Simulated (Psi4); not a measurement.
**r2SCAN/aug-cc-pVDZ run of BClF2 (chlorodifluoroborane)**

What is the vertical singlet–triplet gap of BClF2 (chlorodifluoroborane) at r2SCAN/aug-cc-pVDZ? 

Program for the calculation: Psi4 1.11.

3 further runs of the same task are left out: 3 set aside as unsound or not needed.

**1. The system as given**

BClF2: 4 atoms, total charge 0, spin state singlet. As SMILES, `FB(F)Cl`. Geometry: relaxed at PBE0-D4/def2-TZVP.

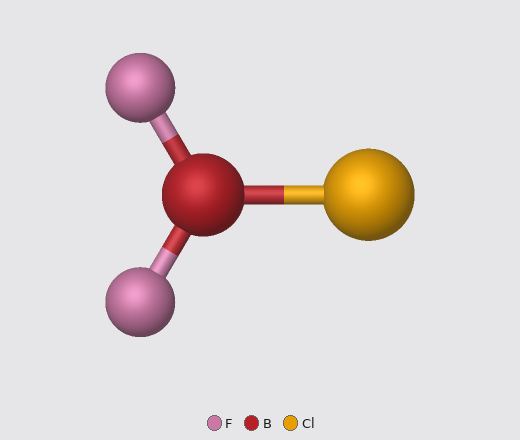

The structure, seen from a chosen angle (fluorine pink, boron red, chlorine amber).

**2. The energy at r2SCAN/aug-cc-pVDZ**

File bclf2.xyz:

```xyz
4
BClF2
F     -0.173700    -1.254300    -0.546300
B     -0.067100    -0.041300    -0.062000
F     -1.011600     0.830100    -0.317700
Cl     1.307900     0.405300     0.905700
```

File run.py:

```python
import numpy as np
from ase.calculators.psi4 import Psi4
from ase.io import read

atoms = read('bclf2.xyz')
calc = Psi4(atoms=atoms, method='r2scan', basis='aug-cc-pVDZ', memory='1600MB', num_threads=1, charge=0, multiplicity=1, label='calc')
calc.psi4.set_options({'puream': True, 'e_convergence': 1e-09, 'd_convergence': 1e-08, 'scf_type': 'pk', 'dft_radial_points': 99, 'dft_spherical_points': 590})
atoms.calc = calc

print(f'energy: {atoms.get_potential_energy():.6f} eV')
```

Launch:

```
$ python run.py
```

calc.dat:

```text
[...]
  Running in c1 symmetry.
[...]
  Nuclear repulsion =  142.136300753478139
[...]
  Multiplicity = 1
[...]
  Nalpha       = 20
  Nbeta        = 20
[...]
    Number of basis functions: 96
[...]
   @RKS iter   1:  -684.69884843619991   -2.44761e-01   5.51153e-03 DIIS/ADIIS
[...]
   @RKS iter  11:  -684.79795136031476   -1.13687e-12   1.67264e-09 DIIS
[...]
    Orbital Energies [Eh]
    ---------------------
    Doubly Occupied:
       1A   -101.235366     2A    -24.555241     3A    -24.555186
       4A     -9.399651     5A     -7.142539     6A     -7.136772
       7A     -7.134944     8A     -6.809337     9A     -1.236636
      10A     -1.208990    11A     -0.831792    12A     -0.569284
      13A     -0.529647    14A     -0.494011    15A     -0.484211
      16A     -0.426478    17A     -0.411543    18A     -0.397677
      19A     -0.339625    20A     -0.323131
[...]
  @RKS Final Energy:  -684.79795136031476
   => Energetics <=
    Nuclear Repulsion Energy =            142.1363007534781389
    One-Electron Energy =               -1229.4264367578357451
    Two-Electron Energy =                 455.6772722361696424
    DFT Exchange-Correlation Energy =     -53.1850875921266564
    Empirical Dispersion Energy =           0.0000000000000000
    VV10 Nonlocal Energy =                  0.0000000000000000
    Total Energy =                       -684.7979513603147552
[...]
 Multipole Moments:
 ------------------------------------------------------------------------------------
     Multipole            Electronic (a.u.)      Nuclear  (a.u.)        Total (a.u.)
 ------------------------------------------------------------------------------------
 L = 1.  Multiply by 2.5417464519 to convert [e a0] to [Debye]
 Dipole X            :         -0.9422293            0.9901965            0.0479671
 Dipole Y            :         -0.3057436            0.3216348            0.0158912
 Dipole Z            :         -0.6629581            0.6969061            0.0339481
 Magnitude           :                                                    0.0608757
[...]
```

Standard output:

```text
energy: -18634.301403 eV
```

It took 23 s on 1 thread of Intel Xeon Platinum 8488C (Sapphire Rapids), shared host; peak memory 0.99 GiB.

**3. The triplet**

File input.in:

```
memory 1600 MB

molecule molecule1 {
  0 3
  F
  B 1 1.31045
  F 2 1.310267 1 119.00197
  Cl 2 1.73969 3 120.50141 1 179.99239
  symmetry c1
  no_reorient
  no_com
}

set {
  reference uks
  puream true
  e_convergence 1e-09
  d_convergence 1e-08
  scf_type pk
  dft_radial_points 99
  dft_spherical_points 590
  maxiter 100
}

energy('r2scan/aug-cc-pVDZ')
```

Launch:

```
$ psi4 -n 1 input.in input.out
```

input.out:

```text
[...]
  Running in c1 symmetry.
[...]
  Nuclear repulsion =  142.136297037602844
[...]
  Multiplicity = 3
[...]
  Nalpha       = 21
  Nbeta        = 19
[...]
    Number of basis functions: 96
[...]
   @UKS iter   1:  -684.30132300826108    1.52765e-01   6.99164e-03 ADIIS/DIIS
[...]
   @UKS iter  15:  -684.51255382076465   -1.25056e-12   4.89358e-09 DIIS
[...]
   @S^2 Observed:                2.007224773E+00
[...]
    Orbital Energies [Eh]
    ---------------------
    Alpha Occupied:
       1A   -101.336385     2A    -24.534775     3A    -24.534744
       4A     -9.493280     5A     -7.244813     6A     -7.231600
       7A     -7.225767     8A     -6.706619     9A     -1.212730
      10A     -1.186665    11A     -0.906715    12A     -0.554754
      13A     -0.509603    14A     -0.506957    15A     -0.468726
      16A     -0.436417    17A     -0.413782    18A     -0.403720
      19A     -0.394710    20A     -0.390252    21A     -0.058348
    Alpha Virtual:
      22A     -0.019744    23A      0.033916    24A      0.037323
      25A      0.037739    26A      0.046466    27A      0.082994
[...]
  @UKS Final Energy:  -684.51255382076465
   => Energetics <=
    Nuclear Repulsion Energy =            142.1362970376028443
    One-Electron Energy =               -1228.6091116628167583
    Two-Electron Energy =                 455.1133367587789280
    DFT Exchange-Correlation Energy =     -53.1530759543296085
    Empirical Dispersion Energy =           0.0000000000000000
    VV10 Nonlocal Energy =                  0.0000000000000000
    Total Energy =                       -684.5125538207646514
[...]
 Multipole Moments:
 ------------------------------------------------------------------------------------
     Multipole            Electronic (a.u.)      Nuclear  (a.u.)        Total (a.u.)
 ------------------------------------------------------------------------------------
 L = 1.  Multiply by 2.5417464519 to convert [e a0] to [Debye]
 Dipole X            :         -0.0003416           -0.0001291           -0.0004707
 Dipole Y            :         -0.2095131            1.0795138            0.8700008
 Dipole Z            :         -0.1232589            0.6358196            0.5125607
 Magnitude           :                                                    1.0097624
[...]
```

It took 40 s on 1 thread of Intel Xeon Platinum 8488C (Sapphire Rapids), shared host; peak memory 0.96 GiB.

**4. Summary of results**

At r2SCAN/aug-cc-pVDZ:

```
                                        quantity          value
                           singlet: total energy  -684.79795 Eh
                          singlet: dipole moment         0.15 D
                            singlet: HOMO energy       -8.79 eV
                            singlet: LUMO energy       -0.91 eV
                          singlet: HOMO–LUMO gap        7.89 eV
                           triplet: total energy  -684.51255 Eh
                          triplet: dipole moment         2.57 D
     triplet: HOMO energy (highest over α and β)       -1.59 eV
                                   triplet: ⟨S²⟩          2.007
vertical energy of the triplet above the singlet       7.766 eV
```

At this shape the triplet lies 7.77 eV (749 kJ/mol) above the singlet.
